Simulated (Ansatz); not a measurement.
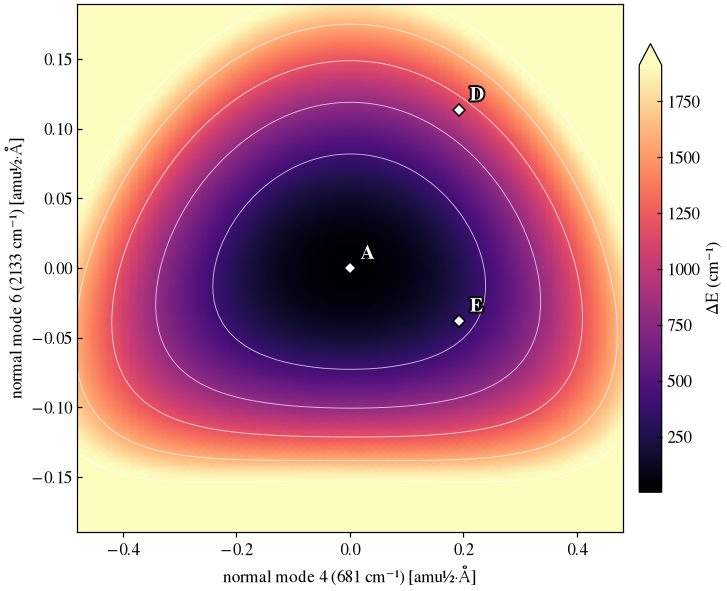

ClFGeH, SMILES [F][GeH][Cl], spin multiplicity 2. 
- First axis: normal mode 4 (681 cm⁻¹). Second axis: normal mode 6 (2133 cm⁻¹).
- Nothing is relaxed (straight displacements along the two mass-weighted modes).
- The grid has 11 × 11 points.
- Points are written as (first, second).
- All energies are given in cm⁻¹ relative to the lowest grid point.
- Computed with UHF-MP2, frozen core/def2-TZVP (Ansatz).

The picture shows a smooth colour map with a few white contour lines, one colour for all values above the top of the scale, lettered points. Between grid points the surface is interpolated.

> Is E the lowest point of the computed grid?

No. E lies 319 cm⁻¹ above the lowest grid point, which is at (0.000 amu½·Å, 0.000 amu½·Å).

> Rank the lettered points by energy, lowest first.

A (0 cm⁻¹), E (319 cm⁻¹), D (1075 cm⁻¹).
